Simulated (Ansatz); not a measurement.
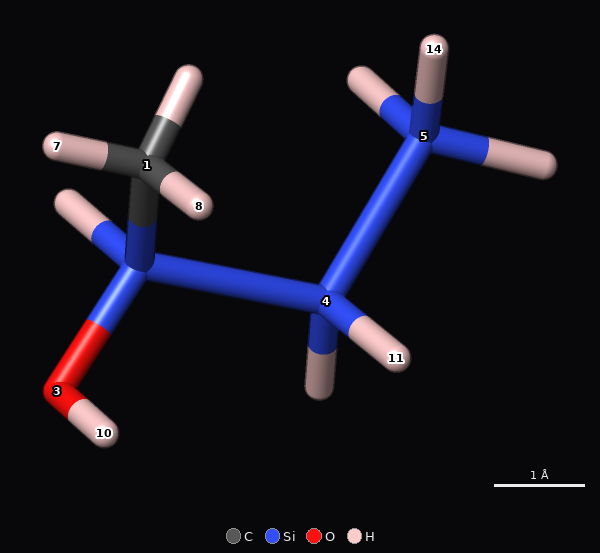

**Figure 1.** The starting structure (stick view, seen at a tilt; atoms are numbered from 1 in the order of the input). Bond lengths as drawn: C–H 1.10 Å, C–Si 1.89 Å, H–O 1.02 Å, H–Si 1.45 Å, O–Si 1.73 Å and Si–Si 2.26 to 2.28 Å.

# Run report: CH10OSi3, molecular dynamics (part 1 of 5)

CH10OSi3, computed with UKS B3LYP/STO-3G (Ansatz 0.2.0).

It belongs to a series of runs on one base structure; here: dynamics from the start. Figures and captions count atoms from 1; the log counts them from 0 in places.

What the program printed:
```
Engine: ansatz 0.2.0, x86_64-unknown-linux-gnu
Functional definition: B3LYP
  parameter a0 = 0.2
  parameter ax = 0.72
  parameter ac = 0.81
  exchange = (1 - a0 - ax)*slater_x + ax*b88_x + a0*exact_x
  correlation = (1 - ac)*vwn_rpa_c + ac*lyp_c
629 factors; integrals over basis functions are off by at most 1.1e-5 eV
mean field evaluation 1: about -26563.4977 eV, gradient 2.0e1 eV
mean field evaluation 2: about -26561.7990 eV, gradient 2.7e1 eV
mean field evaluation 4: about -26566.3532 eV, gradient 8.7e-1 eV
mean field evaluation 8: about -26566.3020 eV, gradient 6.0e-3 eV
mean field -26566.30202826 eV, -976.2935922522 hartree, gradient 2.6e-5 eV, S^2 0.000000; 0 other end points of the search recorded, 0 dependent functions left out
the calculation of the forces begins
reference -26566.30225704 eV, -976.2936006597 hartree; 33, 33 occupied and 14, 14 virtual orbitals, 629 factors
md step     0: t =     0.00 fs  T =   700.0 K  F+E_penalty+E_count = -26566.30202826 eV  E_kin = 1.176266 eV  conserved = -26565.12576227 eV  (23 SCF iters)
these checks for a lower state are left out or cut short: starts, cluster_reference, orbital_swaps, neighbouring_geometries, increment
629 factors; integrals over basis functions are off by at most 1.0e-5 eV
mean field evaluation 16: about -26566.2696 eV, gradient 8.3e-2 eV
mean field -26566.26968423 eV, -976.2924036310 hartree, gradient 6.9e-6 eV, S^2 0.000000; 0 other end points of the search recorded, 0 dependent functions left out
the calculation of the forces begins
reference -26566.26991328 eV, -976.2924120486 hartree; 33, 33 occupied and 14, 14 virtual orbitals, 629 factors
md step     1: t =     0.50 fs  T =   681.0 K  F+E_penalty+E_count = -26566.26968423 eV  E_kin = 1.144386 eV  conserved = -26565.12529808 eV  (26 SCF iters)
[... from here on the SCF iterations and repeated set-up lines of each step are left out, up to the last step ...]
md step     2: t =     1.00 fs  T =   629.2 K  F+E_penalty+E_count = -26566.18095947 eV  E_kin = 1.057242 eV  conserved = -26565.12371766 eV  (26 SCF iters)
md step     3: t =     1.50 fs  T =   559.0 K  F+E_penalty+E_count = -26566.06102503 eV  E_kin = 0.939410 eV  conserved = -26565.12161525 eV  (26 SCF iters)
md step     4: t =     2.00 fs  T =   489.8 K  F+E_penalty+E_count = -26565.94285962 eV  E_kin = 0.822991 eV  conserved = -26565.11986860 eV  (26 SCF iters)
md step     5: t =     2.50 fs  T =   437.2 K  F+E_penalty+E_count = -26565.85376983 eV  E_kin = 0.734589 eV  conserved = -26565.11918079 eV  (26 SCF iters)
md step     6: t =     3.00 fs  T =   407.7 K  F+E_penalty+E_count = -26565.80474444 eV  E_kin = 0.685106 eV  conserved = -26565.11963832 eV  (26 SCF iters)
md step     7: t =     3.50 fs  T =   397.7 K  F+E_penalty+E_count = -26565.78895535 eV  E_kin = 0.668208 eV  conserved = -26565.12074700 eV  (26 SCF iters)
md step     8: t =     4.00 fs  T =   397.0 K  F+E_penalty+E_count = -26565.78897419 eV  E_kin = 0.667093 eV  conserved = -26565.12188169 eV  (26 SCF iters)
md step     9: t =     4.50 fs  T =   395.0 K  F+E_penalty+E_count = -26565.78641704 eV  E_kin = 0.663783 eV  conserved = -26565.12263395 eV  (26 SCF iters)
md step    10: t =     5.00 fs  T =   384.4 K  F+E_penalty+E_count = -26565.76873741 eV  E_kin = 0.645902 eV  conserved = -26565.12283554 eV  (26 SCF iters)
md step    11: t =     5.50 fs  T =   362.9 K  F+E_penalty+E_count = -26565.73227485 eV  E_kin = 0.609801 eV  conserved = -26565.12247350 eV  (26 SCF iters)
md step    12: t =     6.00 fs  T =   333.8 K  F+E_penalty+E_count = -26565.68256725 eV  E_kin = 0.560885 eV  conserved = -26565.12168216 eV  (26 SCF iters)
md step    13: t =     6.50 fs  T =   304.3 K  F+E_penalty+E_count = -26565.63205957 eV  E_kin = 0.511274 eV  conserved = -26565.12078588 eV  (26 SCF iters)
md step    14: t =     7.00 fs  T =   282.5 K  F+E_penalty+E_count = -26565.59488091 eV  E_kin = 0.474671 eV  conserved = -26565.12020953 eV  (26 SCF iters)
md step    15: t =     7.50 fs  T =   273.8 K  F+E_penalty+E_count = -26565.58028207 eV  E_kin = 0.460060 eV  conserved = -26565.12022216 eV  (26 SCF iters)
md step    16: t =     8.00 fs  T =   278.4 K  F+E_penalty+E_count = -26565.58850725 eV  E_kin = 0.467755 eV  conserved = -26565.12075199 eV  (26 SCF iters)
md step    17: t =     8.50 fs  T =   291.8 K  F+E_penalty+E_count = -26565.61175558 eV  E_kin = 0.490277 eV  conserved = -26565.12147905 eV  (24 SCF iters)
md step    18: t =     9.00 fs  T =   307.6 K  F+E_penalty+E_count = -26565.63894075 eV  E_kin = 0.516848 eV  conserved = -26565.12209235 eV  (26 SCF iters)
md step    19: t =     9.50 fs  T =   320.2 K  F+E_penalty+E_count = -26565.66057158 eV  E_kin = 0.538138 eV  conserved = -26565.12243345 eV  (26 SCF iters)
md step    20: t =    10.00 fs  T =   326.7 K  F+E_penalty+E_count = -26565.67150520 eV  E_kin = 0.549056 eV  conserved = -26565.12244954 eV  (26 SCF iters)
md step    21: t =    10.50 fs  T =   327.2 K  F+E_penalty+E_count = -26565.67200650 eV  E_kin = 0.549902 eV  conserved = -26565.12210415 eV  (26 SCF iters)
md step    22: t =    11.00 fs  T =   325.3 K  F+E_penalty+E_count = -26565.66814575 eV  E_kin = 0.546707 eV  conserved = -26565.12143893 eV  (26 SCF iters)
md step    23: t =    11.50 fs  T =   327.3 K  F+E_penalty+E_count = -26565.67066228 eV  E_kin = 0.549925 eV  conserved = -26565.12073772 eV  (26 SCF iters)
md step    24: t =    12.00 fs  T =   339.1 K  F+E_penalty+E_count = -26565.69024880 eV  E_kin = 0.569745 eV  conserved = -26565.12050354 eV  (26 SCF iters)
md step    25: t =    12.50 fs  T =   362.4 K  F+E_penalty+E_count = -26565.73000288 eV  E_kin = 0.608916 eV  conserved = -26565.12108694 eV  (27 SCF iters)
md step    26: t =    13.00 fs  T =   391.7 K  F+E_penalty+E_count = -26565.78049368 eV  E_kin = 0.658207 eV  conserved = -26565.12228622 eV  (27 SCF iters)
md step    27: t =    13.50 fs  T =   416.2 K  F+E_penalty+E_count = -26565.82282758 eV  E_kin = 0.699371 eV  conserved = -26565.12345707 eV  (27 SCF iters)
md step    28: t =    14.00 fs  T =   425.2 K  F+E_penalty+E_count = -26565.83839078 eV  E_kin = 0.714429 eV  conserved = -26565.12396221 eV  (27 SCF iters)
md step    29: t =    14.50 fs  T =   413.7 K  F+E_penalty+E_count = -26565.81867709 eV  E_kin = 0.695142 eV  conserved = -26565.12353460 eV  (27 SCF iters)
md step    30: t =    15.00 fs  T =   385.2 K  F+E_penalty+E_count = -26565.76964363 eV  E_kin = 0.647300 eV  conserved = -26565.12234340 eV  (26 SCF iters)
md step    31: t =    15.50 fs  T =   350.2 K  F+E_penalty+E_count = -26565.70928373 eV  E_kin = 0.588411 eV  conserved = -26565.12087236 eV  (26 SCF iters)
md step    32: t =    16.00 fs  T =   321.7 K  F+E_penalty+E_count = -26565.66019528 eV  E_kin = 0.540496 eV  conserved = -26565.11969913 eV  (26 SCF iters)
md step    33: t =    16.50 fs  T =   310.3 K  F+E_penalty+E_count = -26565.64060531 eV  E_kin = 0.521364 eV  conserved = -26565.11924097 eV  (26 SCF iters)
md step    34: t =    17.00 fs  T =   320.3 K  F+E_penalty+E_count = -26565.65779038 eV  E_kin = 0.538194 eV  conserved = -26565.11959629 eV  (26 SCF iters)
md step    35: t =    17.50 fs  T =   348.6 K  F+E_penalty+E_count = -26565.70634339 eV  E_kin = 0.585770 eV  conserved = -26565.12057354 eV  (26 SCF iters)
md step    36: t =    18.00 fs  T =   386.3 K  F+E_penalty+E_count = -26565.77099133 eV  E_kin = 0.649155 eV  conserved = -26565.12183589 eV  (25 SCF iters)
md step    37: t =    18.50 fs  T =   421.8 K  F+E_penalty+E_count = -26565.83186301 eV  E_kin = 0.708828 eV  conserved = -26565.12303532 eV  (26 SCF iters)
md step    38: t =    19.00 fs  T =   444.1 K  F+E_penalty+E_count = -26565.87010554 eV  E_kin = 0.746231 eV  conserved = -26565.12387473 eV  (27 SCF iters)
md step    39: t =    19.50 fs  T =   445.5 K  F+E_penalty+E_count = -26565.87272520 eV  E_kin = 0.748601 eV  conserved = -26565.12412413 eV  (28 SCF iters)
md step    40: t =    20.00 fs  T =   424.1 K  F+E_penalty+E_count = -26565.83628743 eV  E_kin = 0.712648 eV  conserved = -26565.12363902 eV  (28 SCF iters)
md step    41: t =    20.50 fs  T =   384.8 K  F+E_penalty+E_count = -26565.76899022 eV  E_kin = 0.646529 eV  conserved = -26565.12246129 eV  (27 SCF iters)
md step    42: t =    21.00 fs  T =   338.4 K  F+E_penalty+E_count = -26565.68964565 eV  E_kin = 0.568704 eV  conserved = -26565.12094189 eV  (28 SCF iters)
md step    43: t =    21.50 fs  T =   298.9 K  F+E_penalty+E_count = -26565.62197577 eV  E_kin = 0.502268 eV  conserved = -26565.11970780 eV  (28 SCF iters)
md step    44: t =    22.00 fs  T =   277.2 K  F+E_penalty+E_count = -26565.58506966 eV  E_kin = 0.465736 eV  conserved = -26565.11933360 eV  (27 SCF iters)
md step    45: t =    22.50 fs  T =   276.7 K  F+E_penalty+E_count = -26565.58487511 eV  E_kin = 0.464941 eV  conserved = -26565.11993391 eV  (26 SCF iters)
md step    46: t =    23.00 fs  T =   292.5 K  F+E_penalty+E_count = -26565.61252483 eV  E_kin = 0.491447 eV  conserved = -26565.12107806 eV  (26 SCF iters)
md step    47: t =    23.50 fs  T =   314.6 K  F+E_penalty+E_count = -26565.65068608 eV  E_kin = 0.528565 eV  conserved = -26565.12212061 eV  (26 SCF iters)
md step    48: t =    24.00 fs  T =   333.6 K  F+E_penalty+E_count = -26565.68320003 eV  E_kin = 0.560572 eV  conserved = -26565.12262778 eV  (26 SCF iters)
md step    49: t =    24.50 fs  T =   344.7 K  F+E_penalty+E_count = -26565.70175493 eV  E_kin = 0.579187 eV  conserved = -26565.12256811 eV  (27 SCF iters)
md step    50: t =    25.00 fs  T =   347.8 K  F+E_penalty+E_count = -26565.70663042 eV  E_kin = 0.584435 eV  conserved = -26565.12219584 eV  (27 SCF iters)
md step    51: t =    25.50 fs  T =   345.9 K  F+E_penalty+E_count = -26565.70309171 eV  E_kin = 0.581309 eV  conserved = -26565.12178292 eV  (27 SCF iters)
md step    52: t =    26.00 fs  T =   342.7 K  F+E_penalty+E_count = -26565.69727946 eV  E_kin = 0.575820 eV  conserved = -26565.12145947 eV  (27 SCF iters)
md step    53: t =    26.50 fs  T =   340.9 K  F+E_penalty+E_count = -26565.69404940 eV  E_kin = 0.572800 eV  conserved = -26565.12124971 eV  (27 SCF iters)
md step    54: t =    27.00 fs  T =   342.3 K  F+E_penalty+E_count = -26565.69642451 eV  E_kin = 0.575256 eV  conserved = -26565.12116844 eV  (27 SCF iters)
md step    55: t =    27.50 fs  T =   347.6 K  F+E_penalty+E_count = -26565.70537891 eV  E_kin = 0.584137 eV  conserved = -26565.12124153 eV  (25 SCF iters)
md step    56: t =    28.00 fs  T =   356.0 K  F+E_penalty+E_count = -26565.71964305 eV  E_kin = 0.598208 eV  conserved = -26565.12143481 eV  (26 SCF iters)
md step    57: t =    28.50 fs  T =   365.7 K  F+E_penalty+E_count = -26565.73612896 eV  E_kin = 0.614440 eV  conserved = -26565.12168912 eV  (27 SCF iters)
md step    58: t =    29.00 fs  T =   374.4 K  F+E_penalty+E_count = -26565.75100812 eV  E_kin = 0.629116 eV  conserved = -26565.12189236 eV  (22 SCF iters)
md step    59: t =    29.50 fs  T =   380.5 K  F+E_penalty+E_count = -26565.76138881 eV  E_kin = 0.639457 eV  conserved = -26565.12193137 eV  (21 SCF iters)
md step    60: t =    30.00 fs  T =   384.0 K  F+E_penalty+E_count = -26565.76700589 eV  E_kin = 0.645261 eV  conserved = -26565.12174478 eV  (27 SCF iters)
md step    61: t =    30.50 fs  T =   386.5 K  F+E_penalty+E_count = -26565.77095804 eV  E_kin = 0.649530 eV  conserved = -26565.12142853 eV  (27 SCF iters)
md step    62: t =    31.00 fs  T =   390.9 K  F+E_penalty+E_count = -26565.77806074 eV  E_kin = 0.656793 eV  conserved = -26565.12126731 eV  (27 SCF iters)
md step    63: t =    31.50 fs  T =   398.1 K  F+E_penalty+E_count = -26565.79057317 eV  E_kin = 0.669014 eV  conserved = -26565.12155966 eV  (27 SCF iters)
md step    64: t =    32.00 fs  T =   405.7 K  F+E_penalty+E_count = -26565.80401771 eV  E_kin = 0.681723 eV  conserved = -26565.12229499 eV  (26 SCF iters)
md step    65: t =    32.50 fs  T =   407.3 K  F+E_penalty+E_count = -26565.80753828 eV  E_kin = 0.684473 eV  conserved = -26565.12306559 eV  (26 SCF iters)
md step    66: t =    33.00 fs  T =   396.7 K  F+E_penalty+E_count = -26565.78996269 eV  E_kin = 0.666608 eV  conserved = -26565.12335443 eV  (26 SCF iters)
md step    67: t =    33.50 fs  T =   371.5 K  F+E_penalty+E_count = -26565.74720816 eV  E_kin = 0.624219 eV  conserved = -26565.12298950 eV  (26 SCF iters)
md step    68: t =    34.00 fs  T =   335.0 K  F+E_penalty+E_count = -26565.68506304 eV  E_kin = 0.562896 eV  conserved = -26565.12216660 eV  (26 SCF iters)
md step    69: t =    34.50 fs  T =   294.7 K  F+E_penalty+E_count = -26565.61636780 eV  E_kin = 0.495147 eV  conserved = -26565.12122035 eV  (26 SCF iters)
md step    70: t =    35.00 fs  T =   259.2 K  F+E_penalty+E_count = -26565.55602320 eV  E_kin = 0.435633 eV  conserved = -26565.12039006 eV  (27 SCF iters)
md step    71: t =    35.50 fs  T =   236.4 K  F+E_penalty+E_count = -26565.51710525 eV  E_kin = 0.397266 eV  conserved = -26565.11983959 eV  (27 SCF iters)
md step    72: t =    36.00 fs  T =   231.1 K  F+E_penalty+E_count = -26565.50809358 eV  E_kin = 0.388361 eV  conserved = -26565.11973215 eV  (27 SCF iters)
md step    73: t =    36.50 fs  T =   244.1 K  F+E_penalty+E_count = -26565.53034857 eV  E_kin = 0.410185 eV  conserved = -26565.12016346 eV  (27 SCF iters)
md step    74: t =    37.00 fs  T =   271.2 K  F+E_penalty+E_count = -26565.57679147 eV  E_kin = 0.455751 eV  conserved = -26565.12104007 eV  (28 SCF iters)
md step    75: t =    37.50 fs  T =   304.3 K  F+E_penalty+E_count = -26565.63346861 eV  E_kin = 0.511396 eV  conserved = -26565.12207257 eV  (25 SCF iters)
md step    76: t =    38.00 fs  T =   333.8 K  F+E_penalty+E_count = -26565.68391866 eV  E_kin = 0.560975 eV  conserved = -26565.12294353 eV  (28 SCF iters)
md step    77: t =    38.50 fs  T =   351.6 K  F+E_penalty+E_count = -26565.71419043 eV  E_kin = 0.590770 eV  conserved = -26565.12342089 eV  (28 SCF iters)
md step    78: t =    39.00 fs  T =   353.1 K  F+E_penalty+E_count = -26565.71664087 eV  E_kin = 0.593260 eV  conserved = -26565.12338111 eV  (28 SCF iters)
md step    79: t =    39.50 fs  T =   338.7 K  F+E_penalty+E_count = -26565.69195721 eV  E_kin = 0.569142 eV  conserved = -26565.12281521 eV  (28 SCF iters)
md step    80: t =    40.00 fs  T =   313.9 K  F+E_penalty+E_count = -26565.64931336 eV  E_kin = 0.527466 eV  conserved = -26565.12184766 eV  (27 SCF iters)
md step    81: t =    40.50 fs  T =   287.7 K  F+E_penalty+E_count = -26565.60416102 eV  E_kin = 0.483363 eV  conserved = -26565.12079778 eV  (27 SCF iters)
md step    82: t =    41.00 fs  T =   269.6 K  F+E_penalty+E_count = -26565.57314628 eV  E_kin = 0.453068 eV  conserved = -26565.12007847 eV  (27 SCF iters)
md step    83: t =    41.50 fs  T =   266.5 K  F+E_penalty+E_count = -26565.56774995 eV  E_kin = 0.447793 eV  conserved = -26565.11995740 eV  (22 SCF iters)
md step    84: t =    42.00 fs  T =   279.5 K  F+E_penalty+E_count = -26565.59015363 eV  E_kin = 0.469750 eV  conserved = -26565.12040345 eV  (22 SCF iters)
md step    85: t =    42.50 fs  T =   304.9 K  F+E_penalty+E_count = -26565.63347716 eV  E_kin = 0.512273 eV  conserved = -26565.12120466 eV  (21 SCF iters)
md step    86: t =    43.00 fs  T =   334.9 K  F+E_penalty+E_count = -26565.68488923 eV  E_kin = 0.562745 eV  conserved = -26565.12214458 eV  (26 SCF iters)
md step    87: t =    43.50 fs  T =   360.7 K  F+E_penalty+E_count = -26565.72918922 eV  E_kin = 0.606190 eV  conserved = -26565.12299919 eV  (26 SCF iters)
md step    88: t =    44.00 fs  T =   374.4 K  F+E_penalty+E_count = -26565.75265820 eV  E_kin = 0.629177 eV  conserved = -26565.12348144 eV  (26 SCF iters)
md step    89: t =    44.50 fs  T =   371.5 K  F+E_penalty+E_count = -26565.74758420 eV  E_kin = 0.624220 eV  conserved = -26565.12336388 eV  (26 SCF iters)
md step    90: t =    45.00 fs  T =   352.9 K  F+E_penalty+E_count = -26565.71565565 eV  E_kin = 0.592984 eV  conserved = -26565.12267193 eV  (28 SCF iters)
md step    91: t =    45.50 fs  T =   324.8 K  F+E_penalty+E_count = -26565.66748047 eV  E_kin = 0.545765 eV  conserved = -26565.12171553 eV  (28 SCF iters)
md step    92: t =    46.00 fs  T =   295.7 K  F+E_penalty+E_count = -26565.61786315 eV  E_kin = 0.496970 eV  conserved = -26565.12089306 eV  (28 SCF iters)
md step    93: t =    46.50 fs  T =   273.3 K  F+E_penalty+E_count = -26565.57970873 eV  E_kin = 0.459254 eV  conserved = -26565.12045515 eV  (28 SCF iters)
md step    94: t =    47.00 fs  T =   261.6 K  F+E_penalty+E_count = -26565.56001961 eV  E_kin = 0.439579 eV  conserved = -26565.12044053 eV  (22 SCF iters)
md step    95: t =    47.50 fs  T =   260.8 K  F+E_penalty+E_count = -26565.55907344 eV  E_kin = 0.438299 eV  conserved = -26565.12077493 eV  (24 SCF iters)
md step    96: t =    48.00 fs  T =   267.9 K  F+E_penalty+E_count = -26565.57151290 eV  E_kin = 0.450153 eV  conserved = -26565.12135969 eV  (22 SCF iters)
md step    97: t =    48.50 fs  T =   277.4 K  F+E_penalty+E_count = -26565.58810397 eV  E_kin = 0.466061 eV  conserved = -26565.12204262 eV  (27 SCF iters)
md step    98: t =    49.00 fs  T =   283.1 K  F+E_penalty+E_count = -26565.59836494 eV  E_kin = 0.475794 eV  conserved = -26565.12257135 eV  (27 SCF iters)
md step    99: t =    49.50 fs  T =   280.8 K  F+E_penalty+E_count = -26565.59454538 eV  E_kin = 0.471891 eV  conserved = -26565.12265427 eV  (27 SCF iters)
md step   100: t =    50.00 fs  T =   270.0 K  F+E_penalty+E_count = -26565.57592005 eV  E_kin = 0.453769 eV  conserved = -26565.12215146 eV  (27 SCF iters)
md step   101: t =    50.50 fs  T =   255.5 K  F+E_penalty+E_count = -26565.55060060 eV  E_kin = 0.429344 eV  conserved = -26565.12125706 eV  (27 SCF iters)
md step   102: t =    51.00 fs  T =   245.1 K  F+E_penalty+E_count = -26565.53234384 eV  E_kin = 0.411876 eV  conserved = -26565.12046738 eV  (27 SCF iters)
md step   103: t =    51.50 fs  T =   245.6 K  F+E_penalty+E_count = -26565.53300452 eV  E_kin = 0.412724 eV  conserved = -26565.12028018 eV  (26 SCF iters)
md step   104: t =    52.00 fs  T =   258.4 K  F+E_penalty+E_count = -26565.55512751 eV  E_kin = 0.434291 eV  conserved = -26565.12083668 eV  (26 SCF iters)
md step   105: t =    52.50 fs  T =   278.6 K  F+E_penalty+E_count = -26565.58990060 eV  E_kin = 0.468091 eV  conserved = -26565.12180943 eV  (27 SCF iters)
md step   106: t =    53.00 fs  T =   297.3 K  F+E_penalty+E_count = -26565.62213179 eV  E_kin = 0.499518 eV  conserved = -26565.12261388 eV  (26 SCF iters)
md step   107: t =    53.50 fs  T =   307.3 K  F+E_penalty+E_count = -26565.63914662 eV  E_kin = 0.516382 eV  conserved = -26565.12276455 eV  (27 SCF iters)
md step   108: t =    54.00 fs  T =   307.1 K  F+E_penalty+E_count = -26565.63824710 eV  E_kin = 0.516106 eV  conserved = -26565.12214127 eV  (27 SCF iters)
md step   109: t =    54.50 fs  T =   302.1 K  F+E_penalty+E_count = -26565.62863697 eV  E_kin = 0.507598 eV  conserved = -26565.12103883 eV  (26 SCF iters)
md step   110: t =    55.00 fs  T =   301.7 K  F+E_penalty+E_count = -26565.62695080 eV  E_kin = 0.506937 eV  conserved = -26565.12001393 eV  (26 SCF iters)
md step   111: t =    55.50 fs  T =   314.9 K  F+E_penalty+E_count = -26565.64877089 eV  E_kin = 0.529170 eV  conserved = -26565.11960101 eV  (26 SCF iters)
md step   112: t =    56.00 fs  T =   345.5 K  F+E_penalty+E_count = -26565.70056115 eV  E_kin = 0.580563 eV  conserved = -26565.11999804 eV  (26 SCF iters)
md step   113: t =    56.50 fs  T =   390.0 K  F+E_penalty+E_count = -26565.77633956 eV  E_kin = 0.655303 eV  conserved = -26565.12103679 eV  (26 SCF iters)
md step   114: t =    57.00 fs  T =   439.1 K  F+E_penalty+E_count = -26565.86011512 eV  E_kin = 0.737793 eV  conserved = -26565.12232194 eV  (24 SCF iters)
md step   115: t =    57.50 fs  T =   481.1 K  F+E_penalty+E_count = -26565.93191835 eV  E_kin = 0.808473 eV  conserved = -26565.12344549 eV  (26 SCF iters)
these checks for a lower state are left out or cut short: starts, cluster_reference, orbital_swaps, neighbouring_geometries, increment
630 factors; integrals over basis functions are off by at most 3.7e-5 eV
mean field -26565.97425421 eV, -976.2815467783 hartree, gradient 6.9e-6 eV, S^2 0.000000; 0 other end points of the search recorded, 0 dependent functions left out
the calculation of the forces begins
reference -26565.97448232 eV, -976.2815551612 hartree; 33, 33 occupied and 14, 14 virtual orbitals, 630 factors
630 factors; integrals over basis functions are off by at most 3.7e-5 eV
mean field -26565.97425421 eV, -976.2815467783 hartree, gradient 6.9e-6 eV, S^2 0.000000; 1 other end points of the search recorded, 0 dependent functions left out
the calculation of the forces begins
reference -26565.97448232 eV, -976.2815551612 hartree; 33, 33 occupied and 14, 14 virtual orbitals, 630 factors
md step   116: t =    58.00 fs  T =   505.9 K  F+E_penalty+E_count = -26565.97425421 eV  E_kin = 0.850174 eV  conserved = -26565.12408038 eV  (24 SCF iters)
```
